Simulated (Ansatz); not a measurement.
```xyz
7

O    -0.635    0.237   -0.654
B    -0.147   -0.102    0.691
S     1.503   -0.467    1.041
H    -1.609    0.445   -0.817
H    -0.082    0.295   -1.498
H    -1.019   -0.090    1.470
H     1.990   -0.318   -0.233
```

### Where will the first 6 clear peaks of this molecule's radial distribution curve from gas electron diffraction lie, and which pairs make them?

Peak 1, 1.02 Å: O–H 1.01 Å (×2), B–H 1.17 Å, not resolved
Peak 2, 1.46 Å: S–H 1.37 Å, O–B 1.47 Å, not resolved
Peak 3, 1.73 Å: S–B 1.73 Å
Peak 4, 2.21 Å: B···H 2.17–2.34 Å (×3), O···H 2.18 Å, not resolved
Peak 5, 2.81 Å: S···H 2.59 Å, S···O 2.82 Å, not resolved; in its flanks S···H 3.09 Å
Peak 6, 3.74 Å: H···H 3.46–3.72 Å (×2), S···H 3.74 Å, not resolved

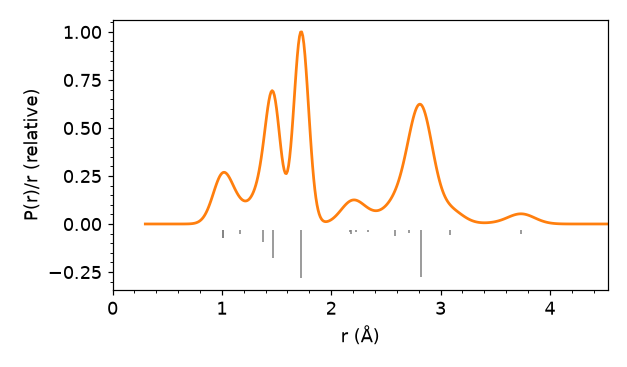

Simulated gas electron diffraction: radial distribution curve of BH₄OS (charge +1, ignored in the scattering factors). Each pair of atoms contributes with weight ZᵢZⱼ/r (bars below the curve); damping constant 0.001 Å²; vibrational amplitudes assumed, not computed: 0.05 Å for bonds, 0.078 Å for bonds to H, 0.06 + 0.015 r up to 0.15 Å for other pairs. The geometry is the end point of an optimisation (RKS B3LYP-D4/STO-3G in Ansatz 0.2.0); it may be a saddle point or a higher isomer.
